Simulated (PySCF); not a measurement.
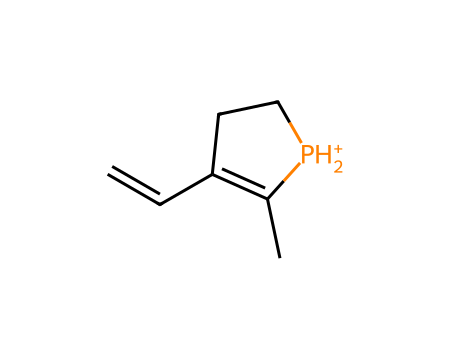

2D structure. Charge +1, singlet.

**Transcribe the drawing into SMILES.**

C=CC1=C(C)[PH2+]CC1

**What is the molecular formula?**

C7H12P, charge +1.

The parts below concern this one geometry. Atoms keep their numbers from picture to picture. The computed structure is the end point of a PBE0-D3(BJ)/def2-SVP optimisation. No frequency run is at hand to confirm it as a minimum.

**Shape**

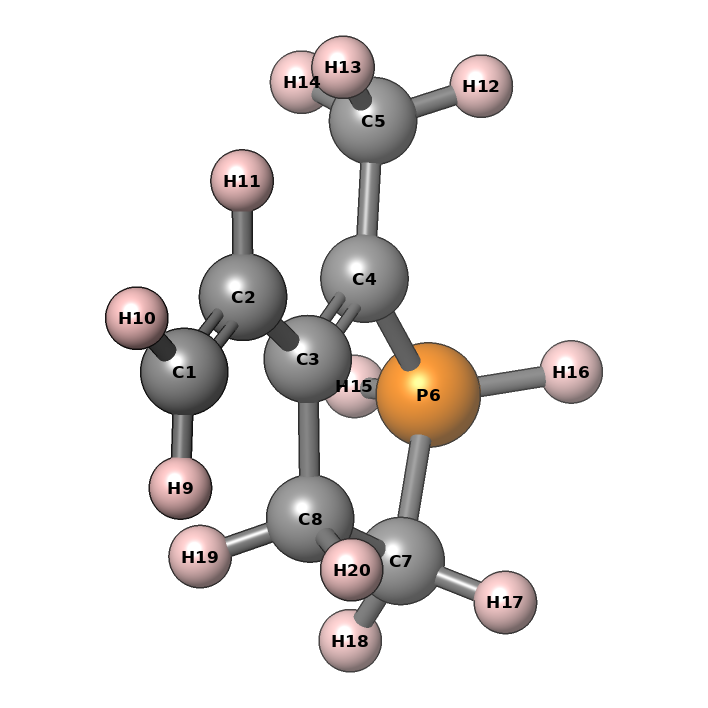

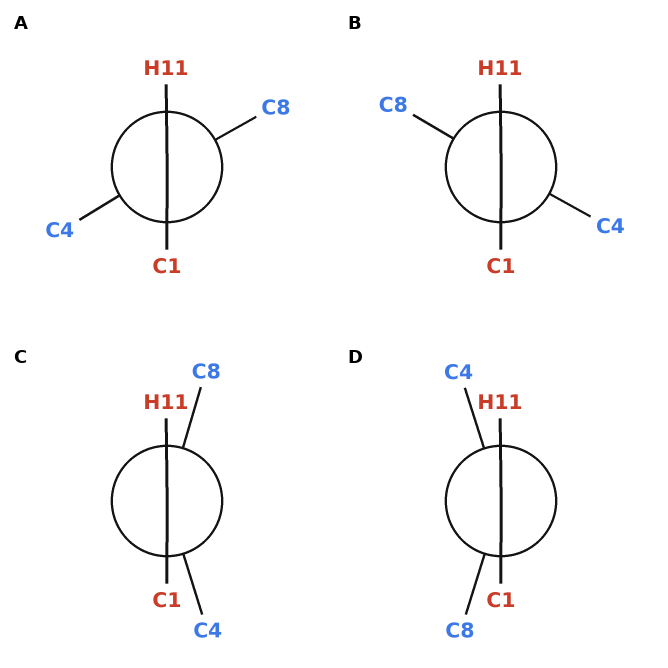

Distant atoms are faded towards the background colour. Bonds that would overlap in a projection are set slightly apart. No frequency run is at hand to confirm it as a minimum.

**Which Newman projection shows the view along C2–C3, with C2 in front?**

D. The torsion angle C1–C2–C3–C8 is 1°, synperiplanar (eclipsed).

**Electronic properties**

No frequency run is at hand to confirm it as a minimum. Level of theory: WP04/pcSseg-1, gas phase (PySCF 2.14.0).

What does the calculation give?

- HOMO energy (Kohn–Sham orbital): −12.26 eV
- LUMO energy (Kohn–Sham orbital): −7.83 eV
- HOMO–LUMO gap: 4.43 eV

**Ring current**

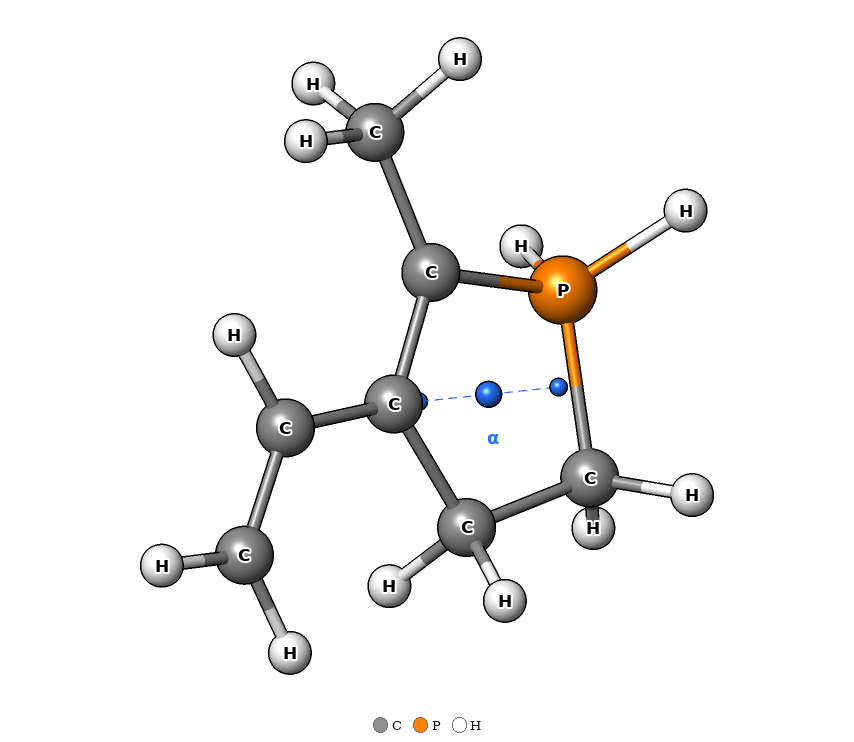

The small points mark where nucleus-independent chemical shifts (NICS) were computed: at the centre of each lettered ring and 1 Å above and below it. No frequency run is at hand to confirm it as a minimum. Method: GIAO WP04/pcSseg-1 NMR shielding, non-relativistic, gas phase (PySCF 2.14.0).

Give NICS(0), NICS(1) and the out-of-plane component NICS(1)zz for each ring (means of the two sides).

```
ring  members  NICS(0)  NICS(1)  NICS(1)zz
   α      C4P     −4.3     −3.8       −2.8
```

Values in ppm.

**What do the values say about the ring currents?**

Ring α: weak, as in a non-aromatic ring. NICS is one index among several.

**Polarisability**

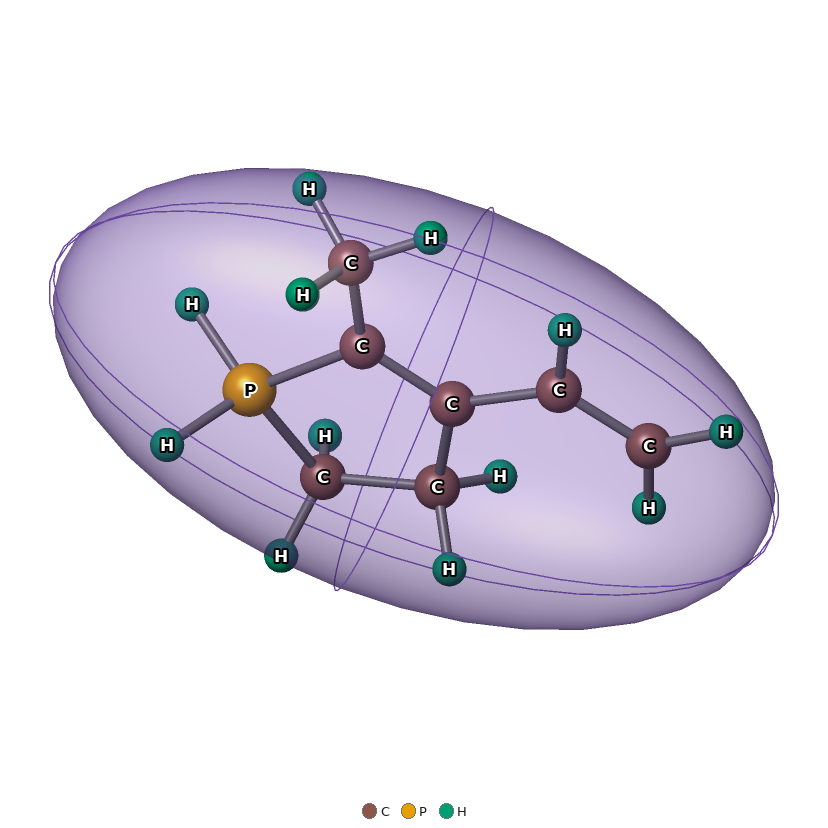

The ellipsoid shows the static dipole polarisability: its half-axes are proportional to the principal values. No frequency run is at hand to confirm it as a minimum. Method: CAM-B3LYP/def2-SVPD in acetonitrile (IEF-PCM) (PySCF 2.14.0).

**Give the principal values, the mean and the anisotropy.**

Principal values 99.2, 132.0, 212.9 bohr³; mean 148.0 bohr³ (21.93 Å³); anisotropy 101.4 bohr³, so the longest axis is 2.15 times the shortest.

**Excitation**

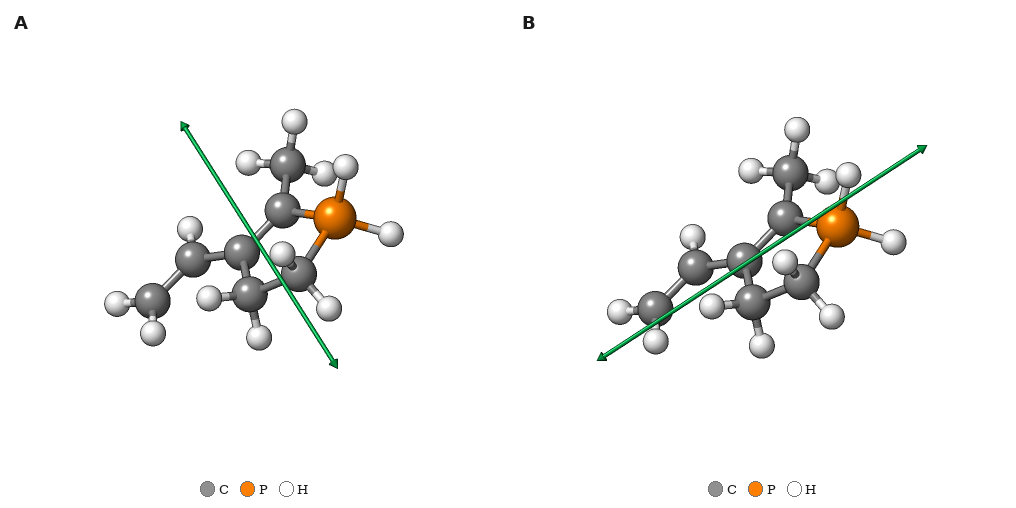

The double arrows show the directions of two transition dipoles from the ground state (lengths mean nothing). No frequency run is at hand to confirm it as a minimum. Properties computed with TDDFT CAM-B3LYP/def2-SVPD, vertical, gas phase, core orbitals frozen in the response (PySCF 2.14.0).

**One belongs to singlet state 1 and one to singlet state 6. Which is which?**

A: state 6, 7.38 eV (168 nm), oscillator strength 0.025, mainly HOMO → LUMO+3 (weight 0.82).
B: state 1, 5.17 eV (240 nm), oscillator strength 0.62, mainly HOMO → LUMO (weight 0.97).
